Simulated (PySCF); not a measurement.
Molecule: Se(F)2, SMILES F[Se]F (F₂Se). Atoms near the plane z = 0.0 Å, at the PBE0/def2-SVP optimised geometry (x, y, z in Å): Se1 (-0.8, -0.9, 0.0), F2 (-1.0, 0.9, 0.0), F3 (1.0, -0.9, 0.0).

Method: PBE0/def2-TZVP in PySCF. Cells within 0.4 Å of a nucleus heavier than hydrogen are left out (blank, or x). The values are rescaled to run from 0 to 1.

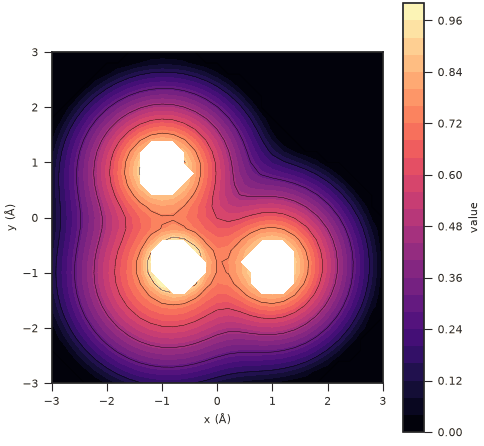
Figure. a field on the plane z = 0.0 Å.

Problem. Which quantity is mapped?
A) an orbital amplitude
B) log10 of the electron density
C) Laplacian of the electron density
D) deformation density (molecule minus spherical neutral atoms)

Solution. B, log10 of the electron density. In full: log10 of the electron density (e/bohr³), floored at −4.
